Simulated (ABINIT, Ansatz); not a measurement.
# Converging GW for TlAsF6 (R-3) in ABINIT, part 2 of 2

Aim: raise bands and screening cutoff together for TlAsF6 (R-3) and follow gap and time.

ABINIT 10.8.3; PBEsol and many-body steps on it, plane waves. Known limits of the many-body steps: not at the basis limit; no spin-orbit coupling; coarse k mesh.

So far. Step 3 (Screening, 2×2×2 mesh, 87 bands, screening to 76.2 eV): Local fields lower ε∞ by 13 %. On a Γ-centred mesh this coarse the value itself is usually too large, while a short band sum pulls it down. Step 4 (87 bands, 76.2 eV): The gap on the mesh goes from 4.75 eV to 8.60 eV, a correction of +3.85 eV.

## Step 6: 187 bands, 141.5 eV

This step: G0W0 on PBEsol, plane waves, norm-conserving pseudopotentials.

The input, run.abi:

```
acell 3*1.0 Angstrom
rprim 
  3.720723898783 2.148160944528 2.482723275713
  -3.720723898783 2.148160944528 2.482723275713
  0.000000000000 -4.296321889101 2.482723275674
ntypat 3
znucl 81 33 9
natom 8
typat 1 2 3 3 3 3 3 3
xred 
  0.000000000000 0.000000000000 0.000000000000
  0.500000000000 0.500000000000 0.500000000000
  0.698048100000 0.789498230000 0.423038160000
  0.789498230000 0.423038160000 0.698048100000
  0.210501770000 0.576961840000 0.301951900000
  0.423038160000 0.698048100000 0.789498230000
  0.576961840000 0.301951900000 0.210501770000
  0.301951900000 0.210501770000 0.576961840000
pp_dirpath "pseudos"
pseudos "Tl.upf, As.upf, F.upf"
ecut 44
ngkpt 2 2 2
nshiftk 1
shiftk 0 0 0
kptopt 1
chksymbreak 0
istwfk *1
occopt 1
irdwfk 1
optdriver 4
nband 187
gwcalctyp 0
ecutsigx 44
symsigma 1
nkptgw 3
kptgw 
  0.5000000000 0.5000000000 0.0000000000
  0.5000000000 0.0000000000 0.0000000000
  0.0000000000 0.0000000000 0.0000000000
bdgw 
  42 45
  42 45
  41 45
ecuteps 5.2
irdscr 1
ppmodel 1
indata_prefix "in"
outdata_prefix "out"
tmpdata_prefix "tmp"
```

On the command line:

```console
$ OMP_NUM_THREADS=1 mpirun -n 8 abinit run.abi > log
```

Numbers of over 12 decimals in the logs are rounded to 6 here.

Output:

```text
.Version 10.8.3 of ABINIT. v10.8.2 released Aug 2026.

 Symmetries : space group R-3 (#148); Bravais hR (rhombohedral)
[... echo of the input left out ...]
== DATASET  1 ==================================================================
-   mpi_nproc: 8, omp_nthreads: 1 (-1 if OMP is not activated)

--- !DatasetInfo
iteration_state: {dtset: 1, }
dimensions: {natom: 8, nkpt: 4, mband: 187, nsppol: 1, nspinor: 1, nspden: 1, mpw: 11210, }
cutoff_energies: {ecut:  44.0, pawecutdg:  -1.0, }
electrons: {nelect:   8.60000000E+01, charge:   0.00000000E+00, occopt:   1.00000000E+00, tsmear:   1.00000000E-02, }

 SIGMA: Calculation of the GW corrections

 Based on a program developped by R.W. Godby, V. Olevano, G. Onida, and L. Reining.
 Incorporated in ABINIT by V. Olevano, G.-M. Rignanese, and M. Torrent.
.Using double precision arithmetic ; gwpc =  8

[... cell and pseudopotentials left out ...]
--------------------------------------------------------------------------------

 ==== K-mesh for the wavefunctions ====
 Number of points in the irreducible wedge :     4
[... list of points left out ...]
 Together with  6 symmetry operations and time-reversal symmetry
 yields     8 points in the full Brillouin Zone.

 ==== Q-mesh for screening function ====
 Number of points in the irreducible wedge :     4
[... list of points left out ...]
 Together with  6 symmetry operations and time-reversal symmetry
 yields     8 points in the full Brillouin Zone.

 vcoul_init : cutoff-mode = AUXILIARY_FUNCTION
 q-points for optical limit:   1
     1)      0.000010    0.000020    0.000030
 setmesh: FFT mesh size selected  =    60x   60x   60
          total number of points  =       216000

 Number of electrons calculated from density =   86.0000; Expected =   86.0000
[...]
number of plane-waves for wavefunctions         11127
 number of bands                                   187
 number of q-points in IBZ                           4
 number of frequencies                               2
 number of real frequencies                          1
 number of imag frequencies                          1

 matrix elements of self-energy operator (all in [eV])

 Perturbative Calculation

--- !SelfEnergy_ee
iteration_state: {dtset: 1, }
kpoint     : [   0.500,    0.500,    0.000, ]
spin       : 1
KS_gap     :    5.486
QP_gap     :    9.887
Delta_QP_KS:    4.401
data: !SigmaeeData |
     Band     E0 <VxcDFT>   SigX SigC(E0)      Z dSigC/dE  Sig(E)    E-E0       E
       42  -0.556 -23.065 -30.886   5.639   0.806  -0.241 -24.823  -1.758  -2.314
       43   0.423 -16.869 -20.287   1.629   0.852  -0.174 -18.393  -1.525  -1.102
       44   5.909 -22.173 -16.652  -2.106   0.842  -0.187 -19.297   2.876   8.785
[...]
--- !SelfEnergy_ee
iteration_state: {dtset: 1, }
kpoint     : [   0.500,    0.000,    0.000, ]
spin       : 1
KS_gap     :    4.777
QP_gap     :    8.586
Delta_QP_KS:    3.809
data: !SigmaeeData |
     Band     E0 <VxcDFT>   SigX SigC(E0)      Z dSigC/dE  Sig(E)    E-E0       E
[...]
--- !SelfEnergy_ee
iteration_state: {dtset: 1, }
kpoint     : [   0.000,    0.000,    0.000, ]
spin       : 1
KS_gap     :    6.156
QP_gap     :   10.594
Delta_QP_KS:    4.438
data: !SigmaeeData |
     Band     E0 <VxcDFT>   SigX SigC(E0)      Z dSigC/dE  Sig(E)    E-E0       E
[...]
44   5.880 -21.636 -16.248  -2.153   0.845  -0.184 -18.903   2.733   8.612
       45   7.950 -11.050  -6.454  -2.611   0.879  -0.138  -9.306   1.745   9.695

== END DATASET(S) ==============================================================
================================================================================

 -outvars: echo values of variables after computation  --------
           etotal      0.0000000000E+00
            nband         187
             nkpt           4
          spgroup         148
 [... the other variables as echoed above ...]

 Calculation completed.
```

It took 47 s on 8 MPI ranks of Arm Neoverse N1, shared host; peak memory 2.4 GiB; 6.3 min of CPU time.

Numbers from this step:

* G0W0 gap on the points computed: 8.563 eV
* starting gap on the mesh: 4.749 eV
* k of the valence top: 0.5, 0.5, 0
* k of the conduction bottom: 0.5, 0, 0
* Z at the valence top: 0.852
* Z at the conduction bottom: 0.857
* least direct G0W0 gap on the computed points: 8.586 eV

Against G0W0 in ABINIT (2×2×2 mesh, 87 bands, screening to 76.2 eV, Godby-Needs plasmon pole), the gap moves by −0.039 eV.

## Step 7: Screening, 2×2×2 mesh, 398 bands, screening to 217.7 eV

This step: RPA screening on PBEsol, plane waves, norm-conserving pseudopotentials.

run.abi: that of step 6 with these lines changed.

```diff
@@ -29,19 +29,8 @@
 irdwfk 1
-optdriver 4
-nband 187
-gwcalctyp 0
-ecutsigx 44
-symsigma 1
-nkptgw 3
-kptgw 
-  0.5000000000 0.5000000000 0.0000000000
-  0.5000000000 0.0000000000 0.0000000000
-  0.0000000000 0.0000000000 0.0000000000
-bdgw 
-  42 45
-  42 45
-  41 45
-ecuteps 5.2
-irdscr 1
-ppmodel 1
+optdriver 3
+nband 398
+ecuteps 8
+inclvkb 2
+awtr 1
+symchi 1
 indata_prefix "in"
```

Output:

```text
.Version 10.8.3 of ABINIT. v10.8.2 released Aug 2026.

 Symmetries : space group R-3 (#148); Bravais hR (rhombohedral)
[... echo of the input left out ...]
== DATASET  1 ==================================================================
-   mpi_nproc: 8, omp_nthreads: 1 (-1 if OMP is not activated)

--- !DatasetInfo
iteration_state: {dtset: 1, }
dimensions: {natom: 8, nkpt: 4, mband: 398, nsppol: 1, nspinor: 1, nspden: 1, mpw: 11210, }
cutoff_energies: {ecut:  44.0, pawecutdg:  -1.0, }
[...]
--------------------------------------------------------------------------------
[... chi0 elements left out ...]
 For q-point:  0.000010 0.000020 0.000030
  dielectric constant =   2.4623
  dielectric constant without local fields =   2.9000

  Average fulfillment of the sum rule on Im[epsilon] for q-point    1 :     66.58  [%]
[... wings left out ...]
  q-point number  2        q = ( 0.500000, 0.000000, 0.000000) [r.l.u.]
--------------------------------------------------------------------------------
[... chi0 elements left out ...]
  Average fulfillment of the sum rule on Im[epsilon] for q-point    2 :     70.24  [%]

 [... 2 further q-points ...]
```

Elapsed: 6.3 min, on 8 MPI ranks; peak memory 4.7 GiB; 51 min of CPU time.

Numbers from this step:

```yaml
eps_infinity_with_local_fields_on_this_mesh_along_the_program_s_q_direction: 2.462
the_same_without_local_fields: 2.9
plasma_frequency: 31.56 eV
plane_waves_in_the_screening_matrix: 827
```

## Step 8: 398 bands, 217.7 eV

This step: G0W0 on PBEsol, plane waves, norm-conserving pseudopotentials.

run.abi: that of step 7 with these lines changed.

```diff
@@ -29,8 +29,19 @@
 irdwfk 1
-optdriver 3
+optdriver 4
 nband 398
+gwcalctyp 0
+ecutsigx 44
+symsigma 1
+nkptgw 3
+kptgw 
+  0.5000000000 0.5000000000 0.0000000000
+  0.5000000000 0.0000000000 0.0000000000
+  0.0000000000 0.0000000000 0.0000000000
+bdgw 
+  42 45
+  42 45
+  41 45
 ecuteps 8
-inclvkb 2
-awtr 1
-symchi 1
+irdscr 1
+ppmodel 1
 indata_prefix "in"
```

Output:

```text
.Version 10.8.3 of ABINIT. v10.8.2 released Aug 2026.

 Symmetries : space group R-3 (#148); Bravais hR (rhombohedral)
[... echo of the input left out ...]
== DATASET  1 ==================================================================
-   mpi_nproc: 8, omp_nthreads: 1 (-1 if OMP is not activated)

--- !DatasetInfo
iteration_state: {dtset: 1, }
dimensions: {natom: 8, nkpt: 4, mband: 398, nsppol: 1, nspinor: 1, nspden: 1, mpw: 11210, }
cutoff_energies: {ecut:  44.0, pawecutdg:  -1.0, }
[...]
Band     E0 <VxcDFT>   SigX SigC(E0)      Z dSigC/dE  Sig(E)    E-E0       E
[...]
44   5.880 -21.636 -16.248  -2.539   0.841  -0.189 -19.241   2.395   8.275
       45   7.950 -11.050  -6.454  -2.865   0.878  -0.139  -9.530   1.521   9.471

== END DATASET(S) ==============================================================
================================================================================

 -outvars: echo values of variables after computation  --------
           etotal      0.0000000000E+00
            nband         398
             nkpt           4
          spgroup         148
 [... the other variables as echoed above ...]

 Calculation completed.
```

It took 4.1 min on 8 MPI ranks; peak memory 4.1 GiB; 33 min of CPU time.

Numbers from this step:

| Item | Value |
| --- | --- |
| G0W0 gap on the points computed | 8.502 eV |
| starting gap on the mesh | 4.749 eV |
| k of the valence top | 0.5, 0.5, 0 |
| k of the conduction bottom | 0.5, 0, 0 |
| least direct G0W0 gap on the computed points | 8.525 eV |

Against G0W0 in ABINIT (2×2×2 mesh, 187 bands, screening to 141.5 eV, Godby-Needs plasmon pole), the gap moves by −0.061 eV.

## Step 9: Side by side

Times are wall times on 8 MPI ranks of Arm Neoverse N1, shared host, good to a factor of about two. A run's time includes the screening step that it read.

```tsv
run	mesh	bands	screening cutoff (eV)	DFT gap (eV)	gap on the mesh (eV)	direct (eV)	ε∞ used	time
87 bands, 76.2 eV	2×2×2	87	76.2	4.749	8.602	8.647	2.42	46 s
187 bands, 141.5 eV	2×2×2	187	141.5	4.749	8.563	8.586	2.46	2.7 min
398 bands, 217.7 eV	2×2×2	398	217.7	4.749	8.502	8.525	2.46	10 min
```

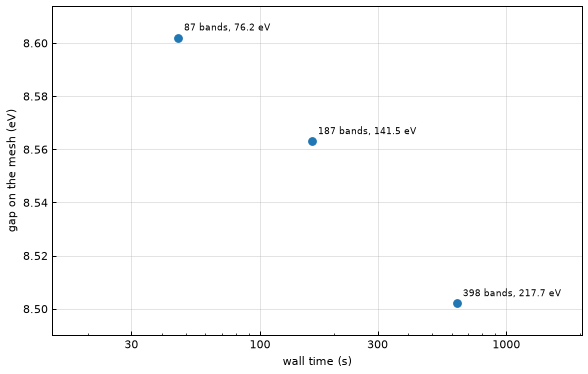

Result against wall time.

## Step 10: Summary of results

```yaml
87_bands_76p2_ev: 8.602 eV
187_bands_141p5_ev: 8.563 eV
398_bands_217p7_ev: 8.502 eV
known_limits: not at the basis limit; no spin-orbit coupling; coarse k mesh
```

**Reading.** From the first rung to the last the gap moves by −0.10 eV for 14 times the time. The steps are not yet shrinking, so no limit is drawn. In the G0W0 runs levels were corrected at 3 k points alone, so a gap called «on the mesh» is the least over those, and an edge elsewhere would be missed. A denser mesh or path gives a starting gap of 4.67 eV: the GW mesh misses a band edge, so its gaps are not the fundamental one. The 2×2×2 mesh is coarse for this cell, which bears on the long-range parts of exchange and screening. Where an edge is built on 6p states of lead, bismuth or thallium, scalar-relativistic gaps usually stand too wide, by a few tenths to over one eV. The many-body steps are scalar-relativistic: spin-orbit coupling is not in them.

[Paths, hosts, dates, memory and timing lines, banners, echoed tables and standing remarks are left out of the program output.]

[Logs are printed without paths, hosts, clocks, repeated set-up lines and the standing remarks that a program may print on its own settings, such as how far it seeks lower states.]

[Runs of the session that timed out or met a known fault of the program may be left out.]

[Hosts, paths, dates, database ids (printed as entryN), source tags and the programs' standing remarks are cut or masked in the printed files.]

[G0W0 gaps are taken among the corrected bands and points alone; a level outside them can change the order at an edge.]

[Where Ansatz stands beside ABINIT at settings called matched, ABINIT's density can come from a denser mesh and the files from another edition; pairs whose starting gaps differed by over 0.03 eV were left out, so agreement reads better than it is.]
